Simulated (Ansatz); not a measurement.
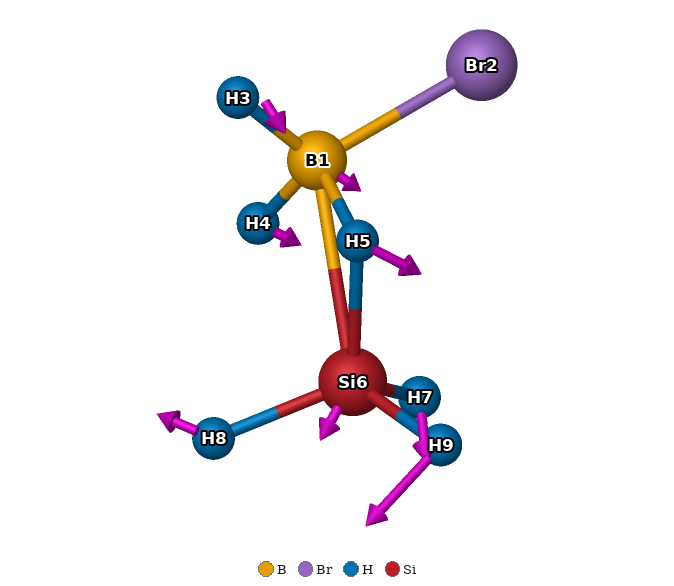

The arrows show one normal mode. Harmonic vibrations computed with RKS PBE0-D4/def2-TZVP (Ansatz 0.2.0) at a stationary point of the same level.

> Estimate its harmonic wavenumber.

79 cm⁻¹; it is mode 1 of 21 counted from the lowest.
